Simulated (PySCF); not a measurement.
Dissociation curve of SMILES [NH3+][BH3-], singlet. The B1–N5 bond (B1 also carries H, H, H; N5 carries H, H, H) is varied alone, starting from the PBE0/def2-TZVP optimised geometry.

```
8

B      0.0000     0.0000     0.0000
H     -1.0127    -0.5847    -0.3192
H      1.0127    -0.5847    -0.3192
H      0.0000     1.1693    -0.3193
N      0.0000     0.0000     1.6392
H      0.8206     0.4744     2.0019
H     -0.8212     0.4734     2.0019
H      0.0007    -0.9479     2.0018
```

UKS-B3LYP/6-31G* = unrestricted B3LYP/6-31G*, spherical d in PySCF; RHF/cc-pVDZ (PySCF); RCCSD(T) = CCSD(T) on RHF/cc-pVDZ, 2 core orbitals frozen (PySCF); UKS-B3LYP/LANL2DZ = PySCF with unrestricted B3LYP/LANL2DZ; RCCSD = CCSD on RHF/cc-pVDZ, 2 core orbitals frozen run with PySCF.

Energies are in kJ/mol, each relative to the lowest point of its own curve near equilibrium.

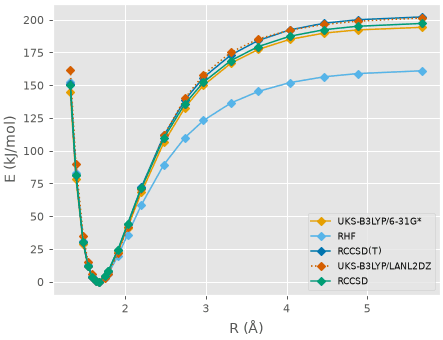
Energy against bond length for each method.

```tsv
R / Å	UKS-B3LYP/6-31G*	RHF	RCCSD(T)	UKS-B3LYP/LANL2DZ	RCCSD
1.32	144.6	152.4	150.7	161.6	150.5
1.39	78.4	83.2	81.7	89.8	81.5
1.48	29.1	31.5	30.2	35.2	30.0
1.54	11.7	13.1	12.0	15.1	11.9
1.59	3.8	4.5	3.8	5.6	3.7
1.64	0.3	0.6	0.3	0.9	0.3
1.67	0.0	0.0	0.0	0.0	0.0
1.75	3.7	2.9	4.1	2.8	4.1
1.79	7.4	6.1	8.0	6.3	8.0
1.91	22.8	19.8	24.5	22.0	24.4
2.03	41.4	36.0	44.1	41.6	43.8
2.20	68.1	58.7	72.1	70.4	71.3
2.48	106.4	89.5	111.7	111.7	109.8
2.74	132.9	110.0	138.7	140.0	135.8
2.97	149.9	123.1	155.9	157.9	152.3
3.31	166.8	136.4	173.1	175.2	168.8
3.65	177.3	145.3	184.2	185.3	179.5
4.04	185.0	152.0	192.2	192.1	187.4
4.47	189.8	156.5	197.4	196.4	192.4
4.88	192.2	158.9	200.0	198.9	195.0
5.68	194.2	161.0	202.1	201.4	197.2
```

At the longest distance, 5.68 Å, RCCSD(T) lies highest above its minimum (202.1 kJ/mol) and RHF lowest (161.0 kJ/mol).
